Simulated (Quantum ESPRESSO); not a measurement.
# Voltage at the next charge: germanene, 2 layers, AB stacking against an electrode

Method. Quantum ESPRESSO 7.5, LDA, GBRV ultrasoft; ESM with bc3, a metal electrode 5.20 Å above the top atoms; cell area 13.916 Å²; ions fixed. V is the potential energy of an electron at the electrode over the slab's Fermi level, divided by e, so that it equals the work function at zero charge; positive charge removes electrons.

| charge (e a cell) | V (V) |
| --- | --- |
| 0 | 4.794 |
| 0.0214 | 5.923 |
| 0.0428 | 7.058 |

One more run was made and is withheld. What is V at a charge of 0.0857 e, and what capacitance do the rows imply?

**Worked estimate.** The last two rows give dV/dq = (7.058 − 5.923)/(0.0428 − 0.0214) = 53.0 V/e, so C = 1602/(13.916 × 53.0) = 2.17 µF/cm², an effective gap of 8.854/2.17 = 4.08 Å. At constant C, V = 7.058 + 53.0 × 0.0429 = 9.33 V.

**Check.** V = 9.338 V; the estimate misses by 0.00 V, 0.2 % of the step. Over the three intervals C goes 2.18, 2.17 and 2.17 µF/cm².

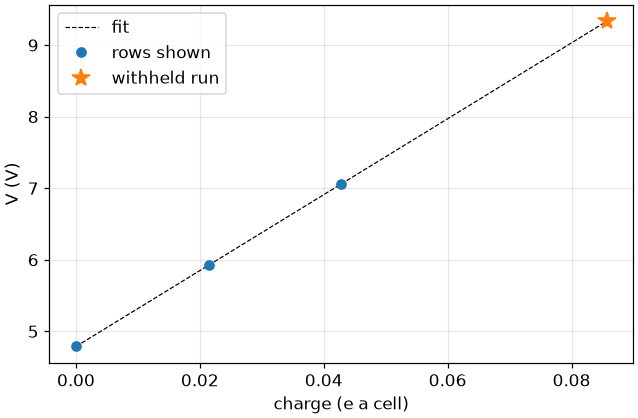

The rows shown, the fit and the withheld run.

**Limits.** Vacuum fills the gap; a dielectric or electrolyte would change C. The slab is thin.
